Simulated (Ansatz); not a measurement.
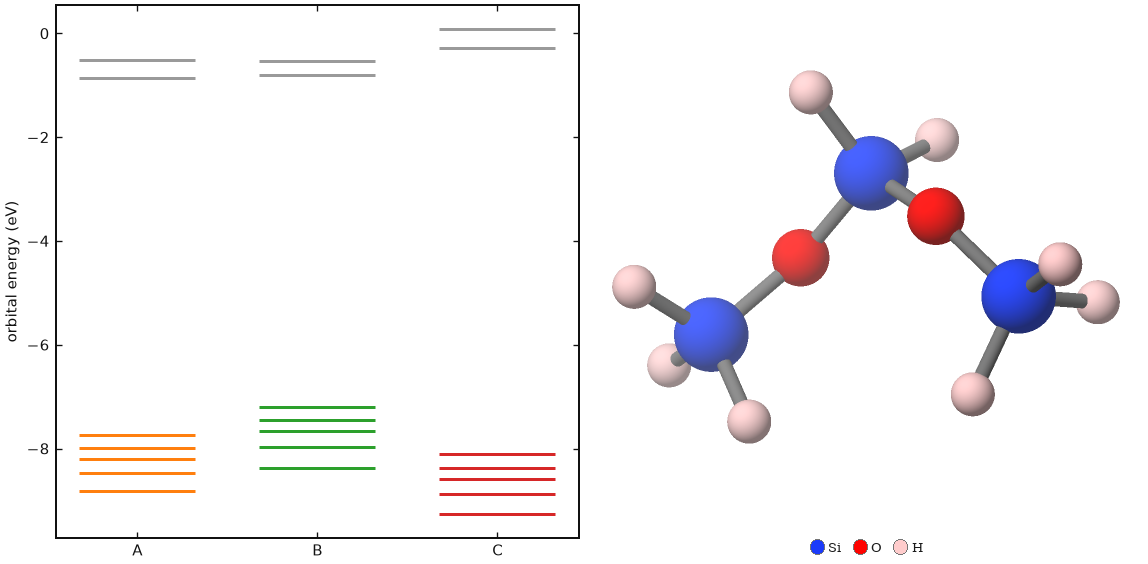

Frontier orbital energies of Si₃H₈O₂, SMILES [SiH3]O[SiH2]O[SiH3] at one geometry, def2-TZVPP, the Ansatz code 0.2.0, at a PBE0-D4/def2-TZVP geometry (a minimum by its frequencies). Empty levels are grey, levels within 0.1 eV stand side by side; all columns show the same few orbitals around the gap.

### The columns come from B97M-V, r2SCANh and revPBE. Which is which?

A: B97M-V (HOMO −7.73, LUMO −0.86, separation 6.87 eV)
B: revPBE (HOMO −7.21, LUMO −0.80, separation 6.40 eV)
C: r2SCANh (HOMO −8.10, LUMO −0.27, separation 7.83 eV)

Caveats, for all or some of the runs: empty levels above zero depend strongly on the basis; one conformer of a flexible molecule.
